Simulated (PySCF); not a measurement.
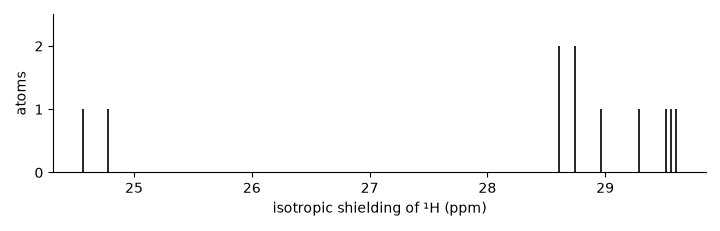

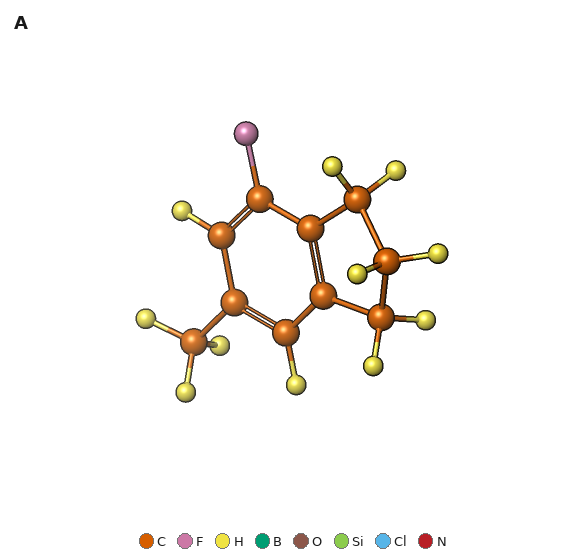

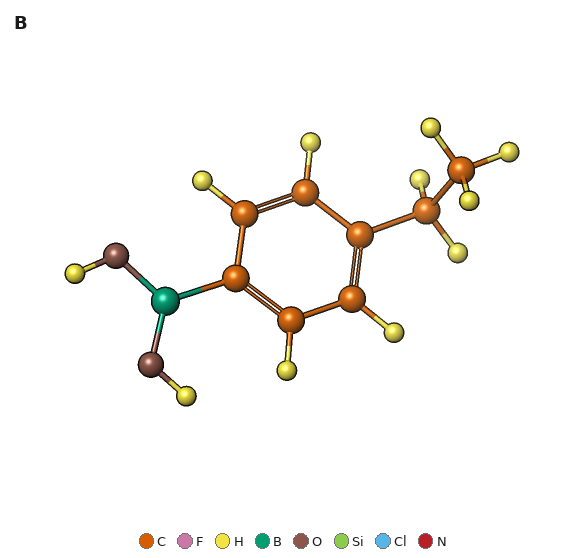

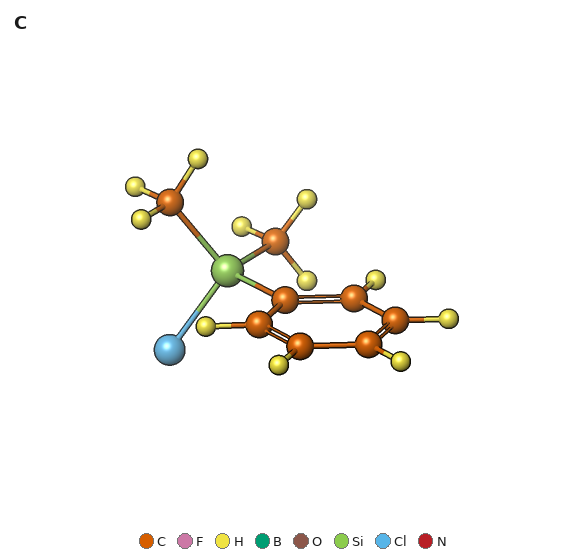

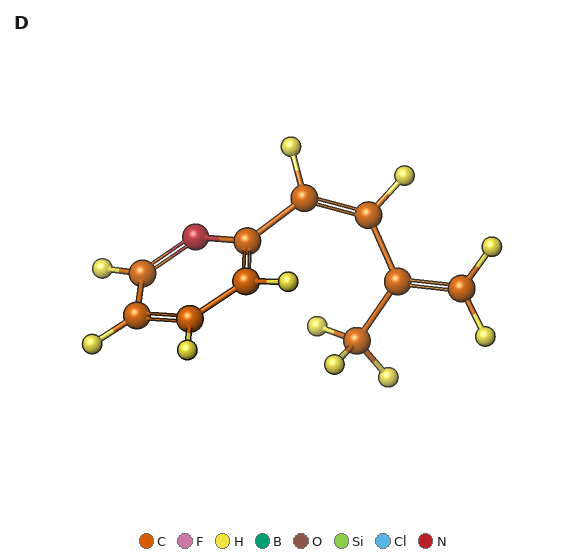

The sticks are computed shieldings of one of the molecules, for one fixed geometry (GFN2-xTB) without averaging over rotations. Low shielding means a high chemical shift. Method: GIAO PBE0/pcSseg-1 NMR shielding, non-relativistic, gas phase (PySCF 2.14.0).

> Match the spectrum to a structure.

A, `Cc1cc(F)c2c(c1)CCC2`. Its 11 H atoms give lines at 24.57, 24.78, 28.61 (2 atoms), 28.74 (2 atoms), 28.96, 29.29, 29.51, 29.56, 29.60 ppm.

The geometry is semi-empirical. Around B, Si such bond lengths and angles can be off by a tenth of an ångström or more and by several degrees, and values that hang on the shape move with them.
